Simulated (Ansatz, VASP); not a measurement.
## Cross-check of KTaO3 between VASP and Ansatz

One calculation is typed for both programs; each brings its own data sets. How far apart do they land? The cell is taken from a series of VASP runs on this material, whose earlier steps may have relaxed, scaled or displaced it; both programs get it as it stands. Valence electrons are named where the data sets of a main pair hold unlike numbers.

Calculated with Ansatz 0.2.0; plane waves, with VASP 6.6.1 beside it; band structure at HSE06.

### 1. Starting point

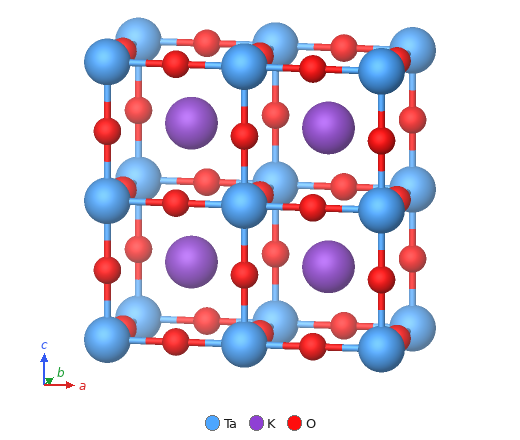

The cell as given, slightly off an axis (tantalum blue, potassium purple, oxygen red). 2×1×2 cells are drawn. Some periodic images of atoms are drawn too.

### 2. Ansatz: band structure, HSE06

Ansatz runs on its default PAW (the set named soft_2) files.

Levels along a path test the potential and the projectors away from the mesh points.

Input file input.yaml:

```yaml
crystal:
  lattice:
    - [3.9883, 0.0, 0.0]
    - [0.0, 3.9883, 0.0]
    - [0.0, 0.0, 3.9883]
  atoms:
    - { symbol: Ta, position: [0.0, 0.0, 0.0] }
    - { symbol: K, position: [0.5, 0.5, 0.5] }
    - { symbol: O, position: [0.0, 0.0, 0.5] }
    - { symbol: O, position: [0.0, 0.5, 0.0] }
    - { symbol: O, position: [0.5, 0.0, 0.0] }
hamiltonian:
  xc: { exchange: pbe, correlation: pbe, exx: { coeff: 0.25, omega: 0.2 } }
  pseudopotentials: { kind: paw }
kpoints:
  mp_grid: { grid: [4, 4, 4] }
  band_path:
    path:
      - [0.0, 0.0, 0.0]
      - [0.0, 0.28571, 0.0]
      - [0.0, 0.5, 0.0]
      - [0.28571, 0.5, 0.0]
      - [0.42857, 0.42857, 0.0]
      - [0.14286, 0.14286, 0.0]
      - [0.07143, 0.07143, 0.07143]
      - [0.35714, 0.35714, 0.35714]
      - [0.5, 0.5, 0.5]
      - [0.35714, 0.5, 0.35714]
      - [0.07143, 0.5, 0.07143]
      - [0.5, 0.5, 0.14286]
      - [0.5, 0.5, 0.5]
    npoints: 1
scf:
  occupations: { method: gaussian, width: 0.03 }
  n_extra_bands: 8
output:
  forces: true
  stress: true
  eigenvalues: true
```

Run with:

```sh
ansatz run input.yaml --threads 4 --pin off --max-ram 9216MiB --backend cpu --events-out ev --progress --plain --runs-dir out
```

Numbers of over 12 decimals in the logs are rounded to 6 here.

The log of the run:

```text
Warning: output.stress: scf.convergence.dr2_threshold = 1e-7 eV (the SCF's general default) is looser than the 5e-10 eV advised for a printed stress (1e-10 eV for each atom of the cell: 5). What an SCF threshold leaves in a stress goes as its square root, and in the free energy as the threshold itself, and one threshold admits the most on a small cell: [figures from the program's tests cut] Set scf.convergence.dr2_threshold to 5e-10 eV or tighter. The threshold is an SCF's pass mark: one that does not reach it within its budget of iterations ends unconverged, or closes short of it on a stop that the run arms, and scf.convergence.dr2_threshold's page says what that costs each kind of run
Warning: output.stress: scf.exx.energy_threshold = 1e-6 eV is looser than the 5e-8 eV advised for a stress under a hybrid functional (1e-8 eV for each atom of the cell: 5). Every SCF of the exchange loop can meet its threshold on dr2 while the loop round them stops early: no threshold on dr2 bounds what that leaves in the stress. Set scf.exx.energy_threshold to 5e-8 eV or tighter. The threshold is the loop's pass mark: a loop that does not reach it within its budget of cycles ends unconverged, and scf.exx.energy_threshold's page has the law
scf.n_extra_bands = 8 over 20 filled bands (N_el = 40.0): the run solves 28 bands
Engine: ansatz 0.2.0, aarch64-unknown-linux-gnu
Pseudopotentials: kind: paw
Pseudopotential: Ta, paw, valence charge 13, recommended cutoff 420 eV (normal), Ta.paw.azcp
Pseudopotential: K, paw, valence charge 9, recommended cutoff 420 eV (normal), K.paw.azcp
Pseudopotential: O, paw, valence charge 6, recommended cutoff 420 eV (normal), O.paw.azcp
Functional definition: unnamed
  parameter a_1 = 0.25
  parameter omega_1 = 0.2/angstrom
  exchange = pbe_x + (-a_1)*pbe_x_sr(omega_1) + a_1*exact_x_sr(omega_1)
  correlation = pbe_c
Crystal: 5 atoms, lattice volume = 63.440 Å³
Basis set: ecut = 420 eV, 1237 PW (Γ), exchange–correlation on 54×54×54 points (8 copies of the dense FFT grid, shifted against one another)
Bands: 28, of which v1, the nominal top of the filled ones, is band 20 counted from 1 (19 counted from 0)
Symmetry: 48 space group operations
Space group: Pm-3m (ITA 221), of the structure as read, at distance tolerance 4.0e-5 Å
k-points: 10 of 64
Non-local potential: Ta, projectors of the file, l = 0: 3, l = 1: 2, l = 2: 2, l = 3: 1
Non-local potential: K, projectors of the file, l = 0: 3, l = 1: 2, l = 2: 2
Non-local potential: O, projectors of the file, l = 0: 2, l = 1: 2, l = 2: 1
PAW form: soft (Blöchl's): semilocal exchange-correlation on the pseudo side does not see the compensation charge
PAW frozen core: Ta, regenerated for the run's functional, and the local potential with it (the file was generated under x = pbe(κ = 0.804, μ = 0.219515), c = pbe(β = 0.066725))
PAW frozen core: K, regenerated for the run's functional, and the local potential with it (the file was generated under x = pbe(κ = 0.804, μ = 0.219515), c = pbe(β = 0.066725))
PAW frozen core: O, regenerated for the run's functional, and the local potential with it (the file was generated under x = pbe(κ = 0.804, μ = 0.219515), c = pbe(β = 0.066725))
PAW one-centre angular grid: Ta, 590 points (default); XC on 64 Gauss nodes
PAW one-centre angular grid: K, 110 points (default); XC on 64 Gauss nodes
PAW one-centre angular grid: O, 110 points (default); XC on 96 Gauss nodes
Initial density: superposition of atomic densities (neutral atoms: chi_scale 0, normalization atom), corrected by the library's trained network
Initial wavefunctions: pseudopotential atomic-orbital guess
Functional: x = pbe(κ = 0.804, μ = 0.219515), c = pbe(β = 0.066725), warm-up for x = pbe(κ = 0.804, μ = 0.219515) + 0.25 (exact − pbe) at short range (hse, ω = 0.2 Å⁻¹), c = pbe(β = 0.066725)
SCF iter   1: F=—  HF=-13178.178056 eV  |F-HF|=—  |Δ(HF+E_count)|=         —  Δρ=3.91e-3  dr2=1.33e-2  ethr=1.77e-3  ⟨swp⟩=12.6  Hψ=1353  notcnv=0
preconditioner: auto → none  [insulator: Δε(μ)=2.335 eV  Ē_g=14.721 eV  σ=0.030 eV  W_gap=1.00  n_scr=18 (ndim 8)  ℏωp=25.5 eV  f_vac=0.012  D(μ)=0.00/eV (n_scr^D=0)]
SCF iter   2: F=—  HF=-13178.176775 eV  |F-HF|=—  |Δ(HF+E_count)|=   1.28e-3  Δρ=3.77e-3  dr2=8.13e-3  ethr=3.33e-5  ⟨swp⟩=5.4  Hψ=852  notcnv=0  defer=6
iter 3 solved again at ethr=2.19e-7 eV; its pass at ethr=2.03e-5 eV (dr2=8.77e-5 eV) is discarded
SCF iter   3: F=-13178.174967 eV  HF=-13178.174930 eV  |F-HF|=3.71e-5  |Δ(HF+E_count)|=   1.85e-3  Δρ=5.35e-4  dr2=9.65e-5  ethr=2.19e-7  ⟨swp⟩=3.8  Hψ=1223  notcnv=0  defer=2
SCF 1 stopped early in 3 iterations: F = -13178.174967 eV  dr2 = 9.65e-5
  greatest PAW one-centre occupation: 0.998 electrons in one spin orbital (limit 2), on the Ta atom at site 0 (counted from 0), in its partial waves of l = 0
Initial density: handed on by an earlier stage of this run
Initial wavefunctions: those handed on with the density
Functional: x = pbe(κ = 0.804, μ = 0.219515) + 0.25 (exact − pbe) at short range (hse, ω = 0.2 Å⁻¹), c = pbe(β = 0.066725)
Exchange kernel: α = 0.2500, screened, ω = 0.2000 Å⁻¹, Wigner–Seitz truncation, v(0) = 1113.2534 eV·Å³, q-mesh 4×4×4, nearest image of the exchange supercell L = 15.95 Å, pair-density grid 20×20×20, without the augmentation charges, whose exchange is taken in its separable form by FFT convolution over the k-point mesh (sized by the pseudopotential files, 27×27×27 at the most), smooth part of the exact exchange by density-matrix convolution
Frozen-core exchange: fock
SCF iter   1: F=—  HF=-13179.147844 eV  |F-HF|=—  |Δ(HF+E_count)|=         —  Δρ=1.32e-2  dr2=1.82e-1  ethr=2.41e-6  ⟨swp⟩=8.3  Hψ=1359  notcnv=0
preconditioner: auto → none  [insulator: Δε(μ)=3.954 eV  Ē_g=17.117 eV  σ=0.030 eV  W_gap=1.00  n_scr=18 (ndim 8)  ℏωp=25.5 eV  f_vac=0.012  D(μ)=0.00/eV (n_scr^D=0)]
SCF iter   2: F=—  HF=-13179.102287 eV  |F-HF|=—  |Δ(HF+E_count)|=   4.56e-2  Δρ=1.07e-2  dr2=6.04e-2  ethr=2.41e-6  ⟨swp⟩=5.2  Hψ=1098  notcnv=0
SCF iter   3: F=—  HF=-13179.089757 eV  |F-HF|=—  |Δ(HF+E_count)|=   1.25e-2  Δρ=2.49e-3  dr2=4.79e-3  ethr=2.41e-6  ⟨swp⟩=4.4  Hψ=905  notcnv=0
SCF iter   4: F=—  HF=-13179.105206 eV  |F-HF|=—  |Δ(HF+E_count)|=   1.54e-2  Δρ=1.83e-3  dr2=2.41e-3  ethr=2.41e-6  ⟨swp⟩=4.3  Hψ=813  notcnv=0
SCF iter   5: F=—  HF=-13179.104529 eV  |F-HF|=—  |Δ(HF+E_count)|=   6.77e-4  Δρ=4.71e-4  dr2=8.05e-5  ethr=2.41e-6  ⟨swp⟩=3.3  Hψ=534  notcnv=0
SCF iter   6: F=-13179.104681 eV  HF=-13179.104668 eV  |F-HF|=1.29e-5  |Δ(HF+E_count)|=   1.39e-4  Δρ=1.50e-4  dr2=7.70e-6  ethr=1.57e-7  ⟨swp⟩=3.7  Hψ=649  notcnv=0
SCF 2 stopped early in 6 iterations: F = -13179.104681 eV  dr2 = 7.70e-6
  greatest PAW one-centre occupation: 0.997 electrons in one spin orbital (limit 2), on the Ta atom at site 0 (counted from 0), in its partial waves of l = 0
hybrid outer 1: dexx = +1.722e-2 eV, tail = 4.56e-5 eV
Exchange kernel: α = 0.2500, screened, ω = 0.2000 Å⁻¹, Wigner–Seitz truncation, v(0) = 1113.2534 eV·Å³, q-mesh 4×4×4, nearest image of the exchange supercell L = 15.95 Å, pair-density grid 20×20×20, without the augmentation charges, whose exchange is taken in its separable form by FFT convolution over the k-point mesh (sized by the pseudopotential files, 27×27×27 at the most), smooth part of the exact exchange by density-matrix convolution
Frozen-core exchange: fock
SCF iter   1: F=—  HF=-13179.104296 eV  |F-HF|=—  |Δ(HF+E_count)|=         —  Δρ=4.60e-5  dr2=8.16e-7  ethr=5.71e-7  ⟨swp⟩=5.7  Hψ=737  notcnv=0
preconditioner: auto → none  [insulator: Δε(μ)=3.592 eV  Ē_g=16.948 eV  σ=0.030 eV  W_gap=1.00  n_scr=18 (ndim 8)  ℏωp=25.5 eV  f_vac=0.012  D(μ)=0.00/eV (n_scr^D=0)]
SCF iter   2: F=—  HF=-13179.104297 eV  |F-HF|=—  |Δ(HF+E_count)|=   1.29e-6  Δρ=2.79e-5  dr2=2.86e-7  ethr=1.63e-9  ⟨swp⟩=4.3  Hψ=747  notcnv=0  defer=2
SCF iter   3: F=—  HF=-13179.104297 eV  |F-HF|=—  |Δ(HF+E_count)|=   7.56e-8  Δρ=1.06e-5  dr2=1.91e-8  ethr=6.57e-10  ⟨swp⟩=3.5  Hψ=536  notcnv=0
SCF iter   4: F=-13179.104297 eV  HF=-13179.104297 eV  |F-HF|=2.40e-10  |Δ(HF+E_count)|=   2.71e-9  Δρ=7.59e-7  dr2=3.14e-9  ethr=4.07e-11  ⟨swp⟩=3.7  Hψ=661  notcnv=0  defer=1
SCF 3 converged in 4 iterations: F = -13179.104297 eV  dr2 = 3.14e-9
  Residual-converged pass: ⟨swp⟩=3.0  Hψ=548  notcnv=0  max |occ|·‖R‖ = 2.4e-6 eV (tolerance 2.4e-6 eV)  dr2=3.19e-9  dr2_onsite=3.09e-11  max |Δocc| = 0.0e0
hybrid outer 2: dexx = +1.067e-6 eV, tail = 2.23e-8 eV, Δε = 2.84e-3 eV (about 7.39e-5 eV left of the loop's levels)
NSCF: frozen V_eff on 13 k-points
hybrid SCF converged: 2 outer / 10 inner (+3 warm-up), last move |dexx| = 1.07e-6 eV, tail = 2.23e-8 eV
Stability not checked: this state was not tested for a lower state beside it, because the functional holds exact exchange (a hybrid, or Hartree-Fock), whose exchange loop this test does not read (fock_operator; see scf.lower_state_search)
Free energy (F): -13179.104297 eV
Frozen-core exchange: fock
Harris-Foulkes:  -13179.104297 eV  (|F-HF|=2.40e-10)
Internal energy: -13179.104297 eV  (E = F + TS)
E sigma→0 (E₀):  -13179.104297 eV
Fermi energy:    9.486871 eV
--- Per-component energies (eV) ---
  E_band       = -333.244515
  E_kinetic    = 1146.877810
  E_local      = -2214.362060  (includes V_loc(G=0)·N_el)
  E_nonlocal   = 168.731886
  E_hartree    = 773.975208
  E_xc         = -459.738691
  E_vxc        = -517.648708  (∫ρ·V_xc dr)
  E_exx        = -119.251430  (= α·E_x^exact, valence–valence)
  E_paw        = -9650.432959  (= ΣΔE_a)
  E_vpaw       = -226.298296  (= ΣTr[D̂ρ^β])
  E_aug_tail   = 0.007366  (compensation charges beyond the density's cutoff)
  E_ewald      = -2821.337382
  E_core_change = -3.574049  (= ΣΔE_core)
  E_smearing   = -0.000000  (= −TS)
  E_closure    = 0.000004  (closes the sum)
  Σ components = -13179.104297   (vs F -13179.104297, Δ=0.00e0)
--- Forces (eV/Å), atoms counted from 1 ---
  atom   1  Ta    -0.00000000    -0.00000000    -0.00000000
  atom   2  K      0.00000000    -0.00000000    -0.00000000
  atom   3  O      0.00000000     0.00000000     0.00000000
  atom   4  O      0.00000000     0.00000000    -0.00000000
  atom   5  O      0.00000000    -0.00000000     0.00000000
  max |Σ_I F_I| component: 3.69e-29 eV/Å
--- Stress (GPa, compression-positive) ---
       -0.311638      -0.000000       0.000000
        0.000000      -0.311638       0.000000
        0.000000       0.000000      -0.311638
  P = ⅓ Tr σ = -0.3116 GPa (-3.116 kbar)
--- Band table (eV; the first three rows and the last of 10) ---
  k-point 0: bands = [... 16 lower, 6.5605, 7.0374, 7.0374, 7.0374, 11.2831, 11.2831, 11.2831, 16.0078, ... 4 higher]
  k-point 1: bands = [... 16 lower, 5.9197, 6.3177, 6.8646, 6.8646, 11.3642, 12.8436, 12.8436, 16.0581, ... 4 higher]
  k-point 2: bands = [... 16 lower, 5.4140, 6.0913, 6.7923, 6.7923, 11.4490, 14.3384, 14.3384, 16.0736, ... 4 higher]
  k-point 9: bands = [... 16 lower, 3.5083, 7.6907, 7.6907, 7.6907, 15.9847, 15.9847, 15.9847, 18.4562, ... 4 higher]
```

It took 73 s on 4 threads of Arm Neoverse N1, shared host; peak memory 1.1 GiB; 4.4 min of CPU time.

(Part 1 of 2 ends here.)

[Lines on the potential files, build, host, timing and source positions are cut from VASP's logs without a mark.]

[Logs are printed without paths, hosts, clocks, repeated set-up lines and the standing remarks that a program may print on its own settings, such as how far it seeks lower states.]

[Hosts, paths, dates, database ids (printed as entryN), source tags and the programs' standing remarks are cut or masked in the printed files.]
